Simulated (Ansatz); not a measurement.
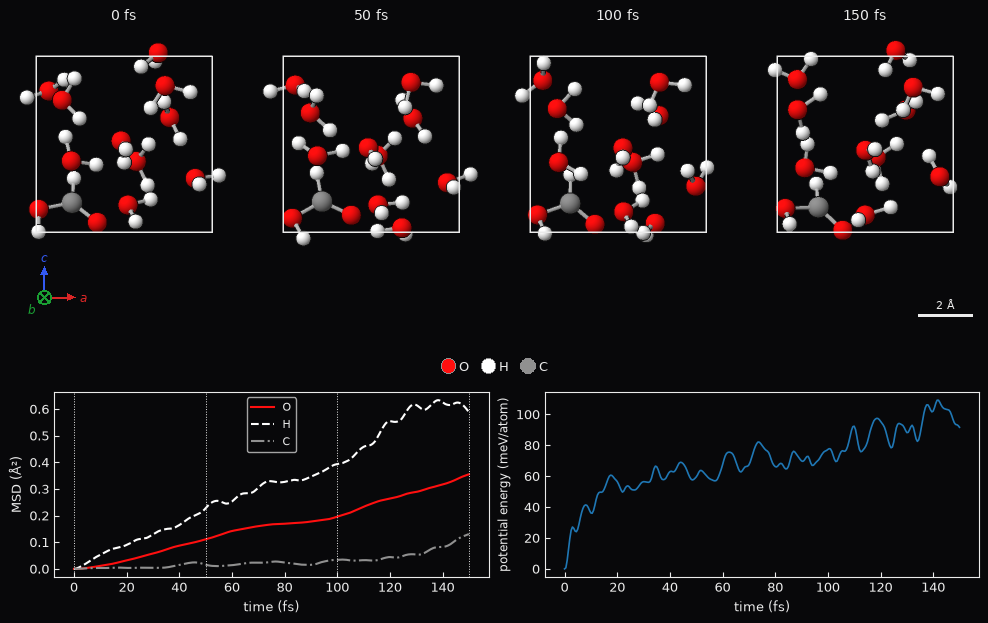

First-principles dynamics of a periodic cell with 10 H2O + 1 HCOOH at 1.293 g/cm³, 150 fs long. Frames and the history of the run. A ball-and-stick model of the simulation cell, seen along the b axis. Atoms that leave the cell re-enter on the other side.

All numbers below come from DFT PBE-D3(BJ), scalar-relativistic, plane waves, PAW (Ansatz). Settings: plane-wave cutoff 420 eV; k-point mesh 1 × 1 × 1; Fermi-Dirac smearing 0.05 eV; low-accuracy preset; Langevin thermostat (NVT); set temperature 700 K; time step 0.5 fs; friction 0.02 per fs.

**What happens in this trajectory?**

In the second half of the run the atoms are, in the root-mean-square, this far from where they began (common drift taken out): H 0.69 Å, O 0.49 Å, C 0.22 Å. The heavy atoms stay within a fraction of a molecule's size of their starting places; so short a run doesn't tell a liquid from a solid. The mean temperature in the second half is 621 K (standard deviation 53 K). The potential energy is still drifting at the end, so the run hasn't reached equilibrium. The potential energy in the second half lies on average 83.7 meV per atom above the first frame.

Limits of the set-up: the program's low-accuracy preset was used; the periodic images lie only 6.6 Å apart, so the values are limited by the cell's size.
